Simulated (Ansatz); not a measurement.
# TiCl₃F: molecular dynamics

TiCl₃F, multiplicity 2, set up with RKS PBE0/def2-SVP (Ansatz 0.2.0).

One setting was made poor on purpose. It belongs to a series of runs on one base structure; here: an input spoilt on purpose.

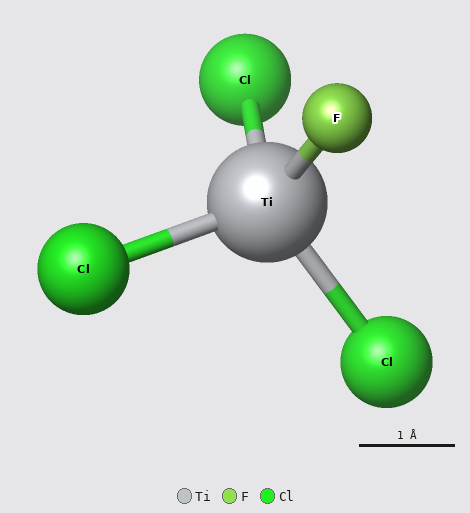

*The input geometry (ball-and-stick view, seen at a tilt). Sticks mark near contacts.*

Bond lengths as drawn: Cl–Ti 2.16 Å and F–Ti 1.72 Å.

**Input file**
```yaml
crystal:
  periodic: [false, false, false]
  atoms:
    - { symbol: Ti, position_ang: [0.000419, 0.0, -0.0257] }
    - { symbol: F, position_ang: [0.000294, 0.0, 1.689652] }
    - { symbol: Cl, position_ang: [2.04126, 0.0, -0.733559] }
    - { symbol: Cl, position_ang: [-1.019836, 1.767339, -0.733996] }
    - { symbol: Cl, position_ang: [-1.019836, -1.767339, -0.733996] }
magnetization:
  spin_polarized: true
  initial_magnetization: 1
basis:
  gaussian: { orbitals: def2-SVP }
hamiltonian:
  xc: pbe0
md:
  timestep: 2.0
  n_steps: 25
  ensemble: nve_milne
  temperature: 200.0
  initial_velocities: maxwell_boltzmann
  seed: 294505
```

Machine: 2 threads of Intel Xeon @ 2.50GHz (Skylake/Cascade Lake), 32 GiB of memory available, shared host.

Command:
```bash
ansatz run input.yaml --threads 2 --pin off --max-ram 3072MiB --backend cpu --events-out ev --progress --plain --runs-dir out
```

**Output**
```
Error: a molecule whose nuclei and cores have a total charge of 82 cannot have a net charge of 0 together with 1 unpaired electrons
```

**Outcome**

```tsv
quantity	value
outcome	refused by the program
```

**What went wrong**

The program refused the input: “a molecule whose nuclei and cores have a total charge of 82 cannot have a net charge of 0 together with 1 unpaired electrons” A deliberately poor setting: bad input.
